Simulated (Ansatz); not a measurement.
A series of calculations on H3CCl

Part 1: Relaxation

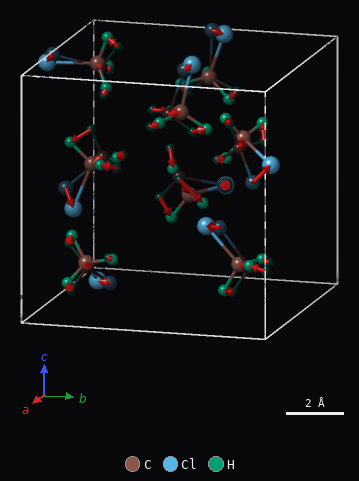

A relaxation of an amorphous cell of composition H3CCl. The starting structure is drawn faded, the final one solid; red arrows show the displacements, at their true length.

Style: ball-and-stick. Shown: the cell of the calculation (origin shifted), slightly off an axis.

The cell holds 8 CH3Cl. The run prepares the start of a later molecular dynamics calculation, from a guessed geometry.

Method: Ansatz, DFT PBE-D3(BJ), scalar-relativistic, plane waves, PAW. (plane-wave cutoff 420 eV; k-point mesh 1 × 1 × 1; occupations fermi dirac; smearing width 0.05 eV; no spin polarisation; atoms relaxed in a fixed cell; force threshold 0.3 eV/Å; at most 15 steps)

Describe the change and its energy.

Answer. After 7 geometry steps the energy has fallen by 31.6 meV per atom. The largest force component goes from 0.44 to 0.11 eV/Å. The forces were under the threshold at step 1, but the run went on from there. The largest move is that of an H atom, 1.23 Å along [−1 2 −2]. Largest moves by element: H 1.23 Å, Cl 0.95 Å, C 0.76 Å. The cell stays as it was. Among the contacts that change: C–Cl 1.777 → 1.795 Å, C–H 1.088 → 1.095 Å.

Limits of the set-up: the program's low-accuracy preset was used.

Part 2: Dynamics

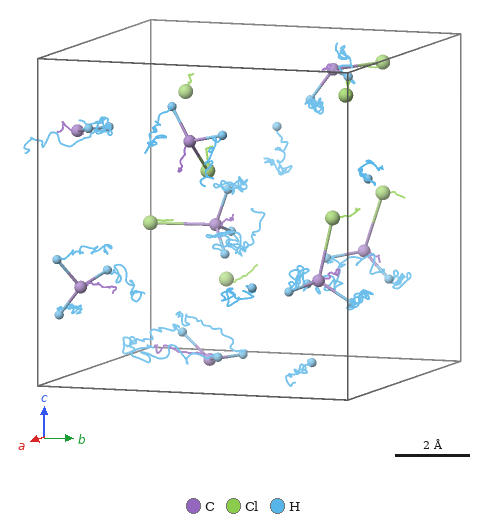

First-principles dynamics of a periodic cell with 8 CH3Cl at 0.911 g/cm³, 130 fs long. Lines trace each atom's path, in the colour of its element; spheres stand at the starting positions. Seen slightly off an axis in the simulation cell.

All numbers below come from Ansatz 0.2.0, DFT PBE-D3(BJ), scalar-relativistic, plane waves, PAW. Run with plane-wave cutoff 420 eV; k-point mesh 1 × 1 × 1; Fermi-Dirac smearing 0.05 eV; low-accuracy preset; Langevin thermostat (NVT); set temperature 1000 K; time step 0.5 fs; friction 0.02 per fs.

**What do the traces tell about the motion?**

In the second half of the run the atoms are, in the root-mean-square, this far from where they began (common drift taken out): H 1.16 Å, C 0.75 Å, Cl 0.65 Å. The heavy atoms stay within a fraction of a molecule's size of their starting places; so short a run doesn't tell a liquid from a solid. Over the second half the temperature averages 916 K (spread ±87 K). The potential energy in the second half lies on average 80.3 meV per atom above the first frame.

Limits of the set-up: the program's low-accuracy preset was used.

Part 3: Dynamics

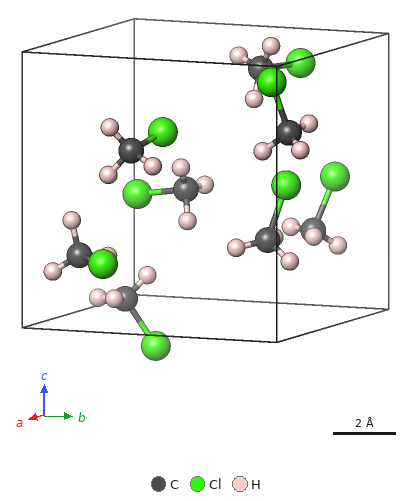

Starting frame of a dynamics run of a periodic cell with 8 CH3Cl at 0.911 g/cm³. It starts from the last geometry of an earlier run, with fresh velocities. Style: ball-and-stick. Shown: the simulation cell, slightly off an axis.

The calculation used DFT PBE-D3(BJ), scalar-relativistic, plane waves, PAW (Ansatz 0.2.0).

The input:
```yaml
accuracy: low
crystal:
  lattice:
    - [9.028715, 0.0, 0.0]
    - [0.0, 9.028715, 0.0]
    - [0.0, 0.0, 9.028715]
  atoms:
    - { symbol: C, position: [0.12789089, 0.75954317, 0.28848272] }
    - { symbol: Cl, position: [0.06977427, 0.81889496, 0.47977545] }
    - { symbol: H, position: [0.03924013, 0.81723588, 0.22641913] }
    - { symbol: H, position: [0.24064143, 0.81078327, 0.28255642] }
    - { symbol: H, position: [0.07492845, 0.6481478, 0.28935353] }
    - { symbol: C, position: [0.46448958, 0.40743481, 0.45910097] }
    - { symbol: Cl, position: [0.45097662, 0.21101986, 0.43035479] }
    - { symbol: H, position: [0.54639843, 0.42412616, 0.5486825] }
    - { symbol: H, position: [0.52955785, 0.44236522, 0.35416913] }
    - { symbol: H, position: [0.34658262, 0.42942171, 0.46251841] }
    - { symbol: C, position: [0.98281114, 0.42085161, 0.66229775] }
    - { symbol: Cl, position: [0.79002541, 0.46035346, 0.70864574] }
    - { symbol: H, position: [1.0384838, 0.36139124, 0.75024437] }
    - { symbol: H, position: [0.99765115, 0.33788587, 0.57206435] }
    - { symbol: H, position: [1.0292937, 0.52602825, 0.61703153] }
    - { symbol: C, position: [0.87034147, 0.16792268, 0.2563668] }
    - { symbol: Cl, position: [0.99946644, 0.31754074, 0.24796333] }
    - { symbol: H, position: [0.8792041, 0.1416663, 0.3827511] }
    - { symbol: H, position: [0.76130699, 0.23228133, 0.24426823] }
    - { symbol: H, position: [0.88271339, 0.06937147, 0.19401477] }
    - { symbol: C, position: [0.83549083, -0.02412306, 0.73879921] }
    - { symbol: Cl, position: [0.90108873, -0.06321332, 0.92786753] }
    - { symbol: H, position: [0.72020918, 0.00326594, 0.75985283] }
    - { symbol: H, position: [0.90404762, 0.05050039, 0.68818819] }
    - { symbol: H, position: [0.830218, -0.12999395, 0.66592513] }
    - { symbol: C, position: [0.39565687, 0.13851618, 0.03990293] }
    - { symbol: Cl, position: [0.35251221, 0.23992588, -0.13054743] }
    - { symbol: H, position: [0.34927099, 0.01176508, 0.03198718] }
    - { symbol: H, position: [0.51554904, 0.1484566, 0.05545267] }
    - { symbol: H, position: [0.32355992, 0.19383765, 0.11998943] }
    - { symbol: C, position: [0.45171257, 0.69623921, 0.91096397] }
    - { symbol: Cl, position: [0.25427017, 0.76478145, 0.91087241] }
    - { symbol: H, position: [0.51319706, 0.69646368, 0.80804557] }
    - { symbol: H, position: [0.50855941, 0.76119102, 1.00274177] }
    - { symbol: H, position: [0.40383613, 0.5879509, 0.94601924] }
    - { symbol: C, position: [0.55256809, 0.76715097, 0.30498513] }
    - { symbol: Cl, position: [0.52011583, 0.82566669, 0.50295635] }
    - { symbol: H, position: [0.59637704, 0.87347333, 0.23836984] }
    - { symbol: H, position: [0.62970706, 0.67797062, 0.2813084] }
    - { symbol: H, position: [0.43934011, 0.74374003, 0.30006098] }
basis:
  ecutwfc: 420.0
kpoints:
  mp_grid: { grid: [1, 1, 1] }
hamiltonian:
  xc: pbe
  dispersion: d3bj
scf:
  occupations: { method: fermi_dirac, width: 0.05 }
  lower_state_search: "off"
  max_iter: 62
md:
  timestep: 0.5
  n_steps: 200
  ensemble: nvt_langevin
  temperature: 1000.0
  initial_velocities: maxwell_boltzmann
  seed: 237061
  friction: 0.5
```

Command:
```bash
ansatz run input.yaml --threads 1 --pin off --max-ram 3072MiB --backend cpu --events-out ev --progress --plain --runs-dir out
```

Question: Predict how the run goes.

Answer: Over the second half the temperature averages 984 K (spread ±115 K). The potential energy in the second half lies on average 5.7 meV per atom above the first frame. In the second half of the run the atoms are, in the root-mean-square, this far from where they began (common drift taken out): H 0.46 Å, C 0.17 Å, Cl 0.16 Å. The heavy atoms stay within a fraction of a molecule's size of their starting places; so short a run doesn't tell a liquid from a solid. The friction is so strong that the slow modes are overdamped, and the motion no longer resembles free dynamics.

Along the run (each row but the first and the last is the mean over the interval that it begins):

| time (fs) | potential energy (meV/atom) | T (K) |
| --- | --- | --- |
| 0.0 | 0.0 | 975 |
| 12.5 | 6.4 | 1049 |
| 25.0 | -8.1 | 1008 |
| 37.5 | -9.8 | 976 |
| 50.0 | 6.2 | 1016 |
| 62.5 | 5.4 | 956 |
| 75.0 | 7.7 | 962 |
| 87.5 | 4.4 | 1008 |
| 100.0 | -16.9 | 840 |

The paths of the atoms:

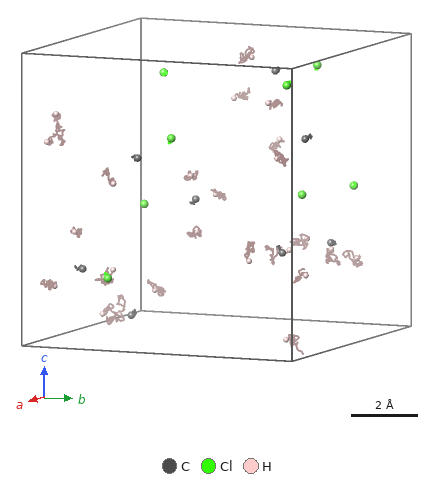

Limits of the set-up: the program's low-accuracy preset was used.
